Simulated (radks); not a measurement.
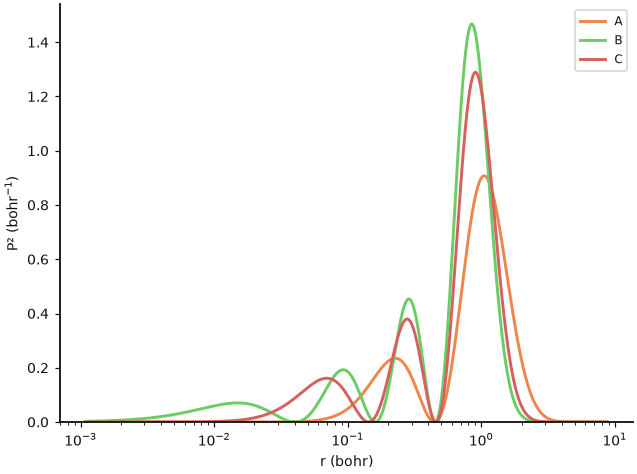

System: Pd³⁺ (Z = 46, 43 electrons), configuration [Kr] 4d6.5 5p0.5. Method: scalar-relativistic Kohn-Sham, PBEsol, spin-unpolarised, spherical densities, finite nucleus; computed with the in-house radial solver radks.

```
Z 46
configuration [Kr] 4d6.5 5p0.5
relativity scalar-relativistic
functional pbe_sol,pbe_sol
spin unpolarised
nucleus finite rms 4.5318 fm
c 137.035999084
```

The plot shows the radial probability densities P² of 4p, 4s and 4d.

Which curve belongs to which orbital?

A is 4d; B is 4s; C is 4p. 4s: outer maximum at 0.848 bohr, ⟨r⟩ = 0.935 bohr, 3 nodes, eigenvalue −129.2 eV; 4p: outer maximum at 0.904 bohr, ⟨r⟩ = 1.02 bohr, 2 nodes, eigenvalue −94.5 eV; 4d: outer maximum at 1.05 bohr, ⟨r⟩ = 1.28 bohr, 1 node, eigenvalue −44.3 eV.
